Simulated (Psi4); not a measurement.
# CHClNSi (SMILES N#C[SiH]Cl): UPBE0-D3M(BJ)/jun-cc-pV(D+d)Z (density fitting)

What is the energy difference between two shapes of CHClNSi at UPBE0-D3M(BJ)/jun-cc-pV(D+d)Z (density fitting)? 

The results are computed with Psi4 1.11.

2 further runs of the same task are left out: 1 that didn't finish, 1 set aside as unsound or not needed.

## (1) The structure to begin with

CHClNSi: 5 atoms, total charge 0, spin state doublet. SMILES: `N#C[SiH]Cl`. Geometry: relaxed at PBE0-D4/def2-TZVP.

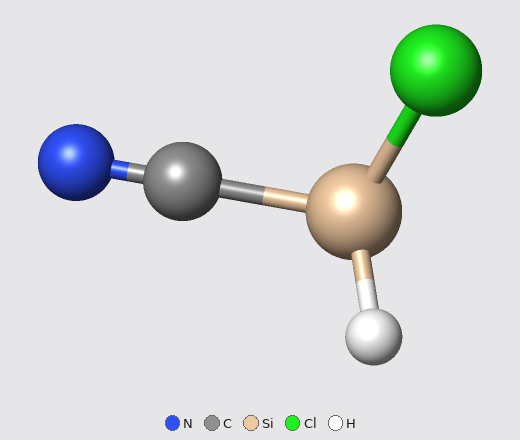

The structure, seen from a chosen angle (nitrogen blue, carbon grey, silicon light orange, chlorine green, hydrogen white).

## (2) Energy and forces at UPBE0-D3M(BJ)/jun-cc-pV(D+d)Z (density fitting)

Input file job.json:

```json
{
  "schema_name": "qcschema_input",
  "schema_version": 1,
  "molecule": {
    "schema_name": "qcschema_molecule",
    "schema_version": 2,
    "symbols": ["N", "C", "Si", "Cl", "H"],
    "geometry": [-2.58930274, 0.24660926, -3.45347449, -1.42882192, 0.01417295, -1.62138501, 0.19917713, -0.58600407, 1.37950007, 3.85523027, -1.53200097, 0.65573497, 0.05801459, 1.71776105, 2.96138981],
    "molecular_charge": 0,
    "molecular_multiplicity": 2
  },
  "driver": "gradient",
  "model": {
    "method": "pbe0-d3mbj",
    "basis": "jun-cc-pV(D+d)Z"
  },
  "keywords": {
    "reference": "uks",
    "scf_type": "df"
  }
}
```

The run is started by

```sh
$ psi4 --qcschema job.json -n 1 --memory 1600MB
```

stdout:

```text
[...]
  Running in c1 symmetry.
[...]
  Nuclear repulsion =  165.292693062984711
[...]
  Multiplicity = 2
[...]
  Nalpha       = 23
  Nbeta        = 22
[...]
    Number of basis functions: 95
[...]
   @DF-UKS iter   1:  -842.53989795760981   -3.36742e-01   6.37702e-03 ADIIS/DIIS
[...]
   @DF-UKS iter  16:  -842.78442022706406   -7.50333e-12   7.53931e-09 DIIS
[...]
   @S^2 Observed:                7.534912993E-01
[...]
    Orbital Energies [Eh]
    ---------------------
    Alpha Occupied:
       1A   -101.748988     2A    -66.358549     3A    -14.430473
       4A    -10.282357     5A     -9.566744     6A     -7.299028
       7A     -7.293534     8A     -7.292446     9A     -5.423804
      10A     -3.760452    11A     -3.757796    12A     -3.755244
      13A     -0.960609    14A     -0.891425    15A     -0.638656
      16A     -0.496697    17A     -0.448871    18A     -0.409912
      19A     -0.404947    20A     -0.384771    21A     -0.380272
      22A     -0.368685    23A     -0.270137
    Alpha Virtual:
      24A     -0.058789    25A     -0.026903    26A     -0.003693
[...]
  @DF-UKS Final Energy:  -842.78442022706406
   => Energetics <=
    Nuclear Repulsion Energy =            165.2926930629847107
    One-Electron Energy =               -1490.3436108333967240
    Two-Electron Energy =                 528.7068544764630360
    DFT Exchange-Correlation Energy =     -46.4305155111962478
    Empirical Dispersion Energy =          -0.0098414219187159
    VV10 Nonlocal Energy =                  0.0000000000000000
    Total Energy =                       -842.7844202270640608
[...]
 Multipole Moments:
 ------------------------------------------------------------------------------------
     Multipole            Electronic (a.u.)      Nuclear  (a.u.)        Total (a.u.)
 ------------------------------------------------------------------------------------
 L = 1.  Multiply by 2.5417464519 to convert [e a0] to [Debye]
 Dipole X            :          2.1662319           -1.8534757            0.3127563
 Dipole Y            :         -1.6462784            1.6027199           -0.0435585
 Dipole Z            :         -0.0287046            1.1734723            1.1447677
 Magnitude           :                                                    1.1875214
[...]
  -Total Gradient:
     Atom            X                  Y                   Z
    ------   -----------------  -----------------  -----------------
       1        0.014344284307    -0.002886560044     0.022571367486
       2       -0.013494181987     0.002509142366    -0.020338822907
       3        0.003677280316     0.001455887042    -0.001920845654
       4       -0.004432132513     0.000971128170     0.001087117199
       5       -0.000073868271    -0.002056425269    -0.001336828926
[...]
```

The result, in JSON:

```text
{
 "driver": "gradient",
 "model": {
  "method": "pbe0-d3mbj",
  "basis": "jun-cc-pV(D+d)Z"
 },
 "success": true,
 "return_result": [0.014344284307319162, -0.0028865600441193135, 0.02257136748566469, -0.013494181986913496, 0.0025091423657155046, -0.020338822907121426, 0.0036772803160232534, 0.0014558870420214626, -0.001920845653526885, -0.004432132513338105, 0.0009711281696495224, 0.0010871171989716257, -7.386827117313876e-05, -0.0020564252692452404, -0.0013368289258852868],
 "properties": {
  "calcinfo_nbasis": 95,
  "calcinfo_nmo": 95,
  "calcinfo_nalpha": 23,
  "calcinfo_nbeta": 22,
  "calcinfo_natom": 5,
  "nuclear_repulsion_energy": 165.2926930629847,
  "return_energy": -842.7844202270641,
  "return_gradient": [0.014344284307319162, -0.0028865600441193135, 0.02257136748566469, -0.013494181986913496, 0.0025091423657155046, -0.020338822907121426, 0.0036772803160232534, 0.0014558870420214626, -0.001920845653526885, -0.004432132513338105, 0.0009711281696495224, 0.0010871171989716257, -7.386827117313876e-05, -0.0020564252692452404, -0.0013368289258852868],
  "scf_one_electron_energy": -1490.3436108333967,
  "scf_two_electron_energy": 528.706854476463,
  "scf_xc_energy": -46.43051551119625,
  "scf_dispersion_correction_energy": -0.00984142191871594,
  "scf_dipole_moment": [0.31275627782196325, -0.04355845513746681, 1.1447677473121685],
  "scf_total_energy": -842.7844202270641,
  "scf_total_gradient": [0.014344284307319162, -0.0028865600441193135, 0.02257136748566469, -0.013494181986913496, 0.0025091423657155046, -0.020338822907121426, 0.0036772803160232534, 0.0014558870420214626, -0.001920845653526885, -0.004432132513338105, 0.0009711281696495224, 0.0010871171989716257, -7.386827117313876e-05, -0.0020564252692452404, -0.0013368289258852868],
  "scf_iterations": 16
 }
}
```

It took 9.9 s on 1 thread of Intel Xeon 6975P-C (Granite Rapids), shared host; peak memory 0.52 GiB.

## (3) The distorted shape, same level

Input file run.py:

```python
import psi4

psi4.set_memory(1600000000)
psi4.set_num_threads(1)
psi4.core.set_output_file('output.dat', False)

mol = psi4.geometry("""
0 2
N     -1.391650     0.126551    -1.850963
C     -0.754396     0.011129    -0.852880
Si     0.139564    -0.296637     0.708657
Cl     2.020267    -0.818686     0.378973
H      0.035227     0.915381     1.569526
""")

psi4.set_options({
    'reference': 'uks',
    'scf_type': 'df',
})

e, wfn = psi4.gradient('pbe0-d3mbj/jun-cc-pV(D+d)Z', return_wfn=True)
print('gradient / Eh bohr^-1')
print(e.np.round(6))
print(f'energy = {wfn.energy():.10f} Eh')
for k, v in sorted(psi4.core.scalar_variables().items()):
    print(f'{k:45s} {v:18.10f}')
```

The run is started by

```sh
$ python run.py
```

output.dat:

```text
[...]
  Running in c1 symmetry.
[...]
  Nuclear repulsion =  166.305054162035560
[...]
  Multiplicity = 2
[...]
  Nalpha       = 23
  Nbeta        = 22
[...]
    Number of basis functions: 95
[...]
   @DF-UKS iter   1:  -842.53850743526618   -3.27439e-01   6.25536e-03 ADIIS/DIIS
[...]
   @DF-UKS iter  17:  -842.78154943412255   -1.36424e-12   6.45843e-09 DIIS
[...]
   @S^2 Observed:                7.547859461E-01
[...]
    Orbital Energies [Eh]
    ---------------------
    Alpha Occupied:
       1A   -101.753218     2A    -66.353564     3A    -14.438858
       4A    -10.289233     5A     -9.572276     6A     -7.304331
       7A     -7.299011     8A     -7.297936     9A     -5.419969
      10A     -3.756613    11A     -3.754011    12A     -3.751371
      13A     -0.946724    14A     -0.903657    15A     -0.639635
      16A     -0.502659    17A     -0.451255    18A     -0.412972
      19A     -0.408438    20A     -0.382429    21A     -0.374332
      22A     -0.370844    23A     -0.262322
    Alpha Virtual:
      24A     -0.059320    25A     -0.032112    26A     -0.002127
[...]
  @DF-UKS Final Energy:  -842.78154943412255
   => Energetics <=
    Nuclear Repulsion Energy =            166.3050541620355602
    One-Electron Energy =               -1492.3240550194675507
    Two-Electron Energy =                 529.6633634454749426
    DFT Exchange-Correlation Energy =     -46.4160694534995315
    Empirical Dispersion Energy =          -0.0098425686659100
    VV10 Nonlocal Energy =                  0.0000000000000000
    Total Energy =                       -842.7815494341225531
[...]
 Multipole Moments:
 ------------------------------------------------------------------------------------
     Multipole            Electronic (a.u.)      Nuclear  (a.u.)        Total (a.u.)
 ------------------------------------------------------------------------------------
 L = 1.  Multiply by 2.5417464519 to convert [e a0] to [Debye]
 Dipole X            :          2.2975409           -1.8302629            0.4672780
 Dipole Y            :         -1.6763592            1.6162756           -0.0600836
 Dipole Z            :         -0.0375613            1.1459637            1.1084024
 Magnitude           :                                                    1.2043731
[...]
  -Total Gradient:
     Atom            X                  Y                   Z
    ------   -----------------  -----------------  -----------------
       1       -0.027137960546     0.005249636987    -0.043893554876
       2        0.027503853030    -0.006321129941     0.048980788526
       3        0.026844279649    -0.005999262249    -0.012160391188
       4       -0.026321175269     0.006451941761     0.005951046906
       5       -0.000880979951     0.000605422083     0.001150675448
[...]
```

On the terminal:

```text
gradient / Eh bohr^-1
[[-0.027138  0.00525  -0.043894]
 [ 0.027504 -0.006321  0.048981]
 [ 0.026844 -0.005999 -0.01216 ]
 [-0.026321  0.006452  0.005951]
 [-0.000881  0.000605  0.001151]]
energy = -842.7815494341 Eh
CURRENT ENERGY                                   -842.7815494341
CURRENT REFERENCE ENERGY                         -842.7815494341
DD SOLVATION ENERGY                                 0.0000000000
DFT FUNCTIONAL TOTAL ENERGY                      -842.7717068655
DFT TOTAL ENERGY                                 -842.7815494341
DFT VV10 ENERGY                                     0.0000000000
DFT XC ENERGY                                     -46.4160694535
DISPERSION CORRECTION ENERGY                       -0.0098425687
GRID ELECTRONS ALPHA                               22.9999987032
GRID ELECTRONS BETA                                22.0000006239
GRID ELECTRONS TOTAL                               44.9999993271
NUCLEAR REPULSION ENERGY                          166.3050541620
ONE-ELECTRON ENERGY                             -1492.3240550195
PBE0-D3M(BJ) DISPERSION CORRECTION ENERGY          -0.0098425687
PCM POLARIZATION ENERGY                             0.0000000000
PE ENERGY                                           0.0000000000
SCF ITERATION ENERGY                             -842.7815494341
SCF ITERATIONS                                     17.0000000000
SCF TOTAL ENERGY                                 -842.7815494341
TWO-ELECTRON ENERGY                               529.6633634455
XC GRID RADIAL POINTS                              75.0000000000
XC GRID SPHERICAL POINTS                          302.0000000000
XC GRID TOTAL POINTS                           110230.0000000000
```

Run time: 11 s. Hardware: 1 thread of Intel Xeon 6975P-C (Granite Rapids), shared host; peak memory 0.54 GiB.

## (4) Summary of results

Level: UPBE0-D3M(BJ)/jun-cc-pV(D+d)Z (density fitting).

```
                                           quantity          value
                          first shape: total energy  -842.78442 Eh
                         first shape: dipole moment         3.02 D
    first shape: HOMO energy (highest over α and β)       -7.35 eV
     first shape: LUMO energy (lowest over α and β)       -3.75 eV
                     first shape: dispersion energy  -25.84 kJ/mol
                                  first shape: ⟨S²⟩          0.753
              first shape: largest force on an atom     1.383 eV/Å
                      distorted shape: total energy  -842.78155 Eh
                     distorted shape: dipole moment         3.06 D
distorted shape: HOMO energy (highest over α and β)       -7.14 eV
 distorted shape: LUMO energy (lowest over α and β)       -3.59 eV
                 distorted shape: dispersion energy  -25.84 kJ/mol
                              distorted shape: ⟨S²⟩          0.755
          distorted shape: largest force on an atom     2.907 eV/Å
             energy change with the atoms displaced       0.078 eV
```

In words: With the atoms displaced the energy rises by 0.08 eV (1.8 kcal/mol). The first shape isn't relaxed at this level, so the change isn't measured from a minimum. The largest force (first shape) is 1.38 eV/Å: the shape isn't a stationary point for this species at this level.
